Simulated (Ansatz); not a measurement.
H6W···PH3

```csv
atom,x (Å),y (Å),z (Å)
W,0.2682,-0.4439,0.0795
H,-0.0444,-0.2552,1.7539
H,1.7482,0.1142,-0.5420
H,0.1186,0.8804,-0.9063
H,-0.9296,0.6574,0.4029
H,-0.2013,-1.9622,-0.5537
H,-1.0430,-0.3688,-0.9291
P,1.8967,2.3577,1.7243
H,2.9842,1.4322,1.7239
H,2.0139,2.6343,0.3310
H,0.8956,1.3436,1.5745
```

Core potentials replace the inner electrons of W.

Level of theory: Ansatz 0.2.0, RKS PBE0-D4/def2-SVP.

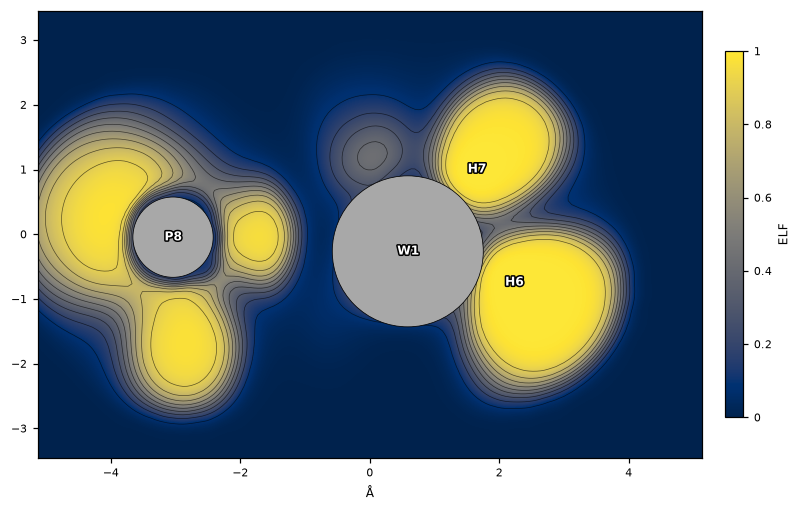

Figure 1. ELF on the plane of atoms H6, W1 and H7. Grey discs cover the atomic cores.

Describe what can be read from this map.

The section cuts through W, H and P sites.
W–H (1.66 Å): the ELF climbs to about 1 towards the hydrogen.
The ELF also peaks beside P8, away from the bonds: lone-pair regions.

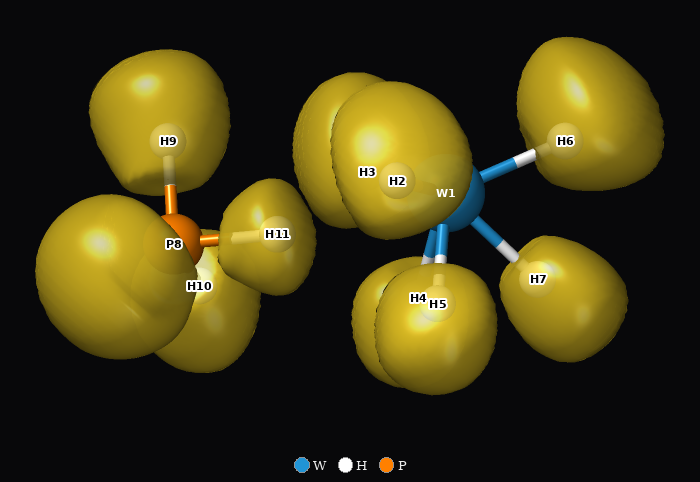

Figure 2. Isosurface of the electron localisation function at 0.85 (yellow), seen from one side. Core shells and regions of very low density are left out.

Where are the electrons localised?

The ELF exceeds this value in nine regions around hydrogen nuclei and one lobe on P, pointing away from the bonds (lone pairs). Profiles from the grid: W1···H11 (2.41 Å): the ELF dips to about 0.05 between them. P–H (1.43 Å): the ELF climbs to about 1 towards the hydrogen.

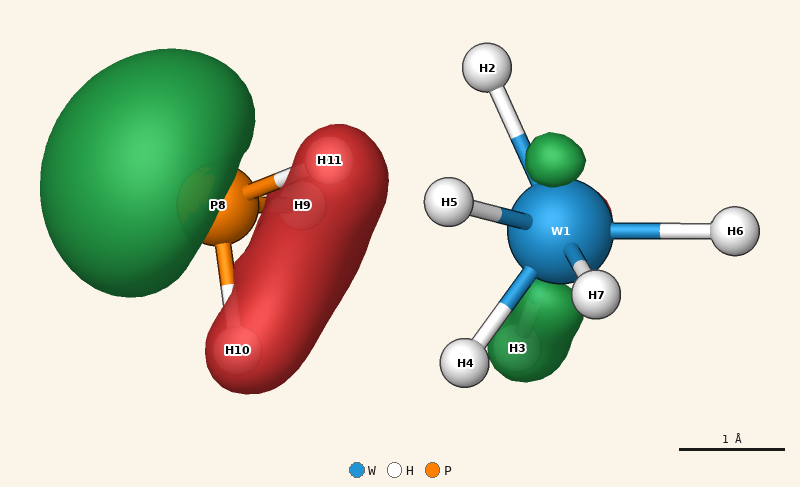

Figure 3. The HOMO at ±0.15 Å⁻³ᐟ² (green and red are the two phases), seen at an oblique angle.

Describe this orbital and give its energy.

Its weight (Hirshfeld) is mainly on P8 (about 70 %) and W1 (about 10 %); largely a lone pair of P8. Its energy is −8.02 eV.
